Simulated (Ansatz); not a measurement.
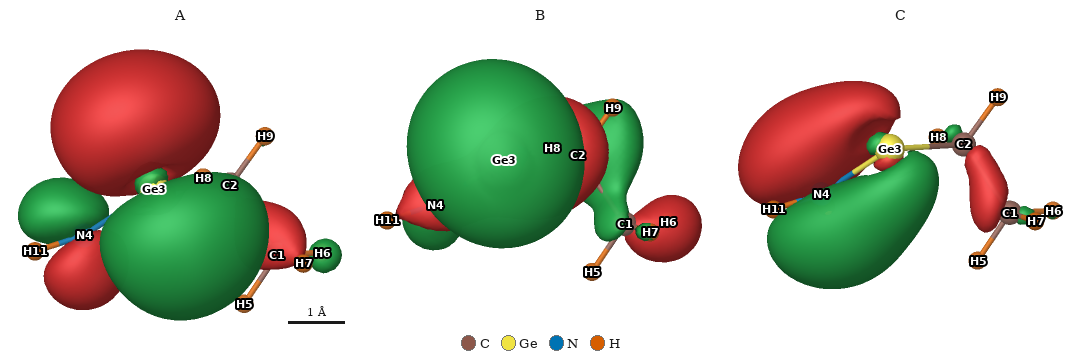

*C₂H₇GeN (SMILES C[CH2][Ge][NH2]). Three frontier orbitals at ±0.08 Å⁻³ᐟ² (green and red are the two phases), in no order.*

Geometry: PBE0-D4/def2-TZVP.

Level of theory: RKS PBE0-D4/def2-TZVPP in Ansatz.

Input file:

```
crystal:
  periodic: [false, false, false]
  atoms:
    - {symbol: C, position_ang: [-0.732715, 1.222909, 0.375809]}
    - {symbol: C, position_ang: [-0.261579, -0.132999, 0.898890]}
    - {symbol: Ge, position_ang: [1.621491, -0.488074, 0.293338]}
    - {symbol: N, position_ang: [1.158386, -1.282982, -1.276229]}
    - {symbol: H, position_ang: [-0.768225, 1.241294, -0.717151]}
    - {symbol: H, position_ang: [-1.733024, 1.476616, 0.739144]}
    - {symbol: H, position_ang: [-0.065305, 2.032611, 0.688918]}
    - {symbol: H, position_ang: [-0.924822, -0.933975, 0.555561]}
    - {symbol: H, position_ang: [-0.284914, -0.140953, 1.992922]}
    - {symbol: H, position_ang: [0.213222, -1.462637, -1.581730]}
    - {symbol: H, position_ang: [1.842884, -1.588808, -1.948874]}
basis:
  gaussian: {orbitals: def2-TZVPP}
hamiltonian: {xc: pbe0, dispersion: d4}
output: {orbitals: {seedname: orbitals}}
```

Run with:

```sh
ansatz run in.yaml --threads 4 --pin off --events-out ev --progress --plain --max-ram 10444MiB
```

Q: Order the three orbitals by energy and name them.

A: C is the HOMO−1 (−7.82 eV). By Hirshfeld shares it lies mainly on N4 (about 70 %) and Ge3 (about 15 %). B is the HOMO (−6.07 eV). Its weight (Hirshfeld) is mainly on Ge3 (about 60 %) and C2 (about 20 %). A is the LUMO (−1.32 eV). It lies mainly on Ge3 (about 75 %) and N4 (about 10 %).

Q: What is the HOMO–LUMO gap?

A: 4.75 eV between the orbital energies.
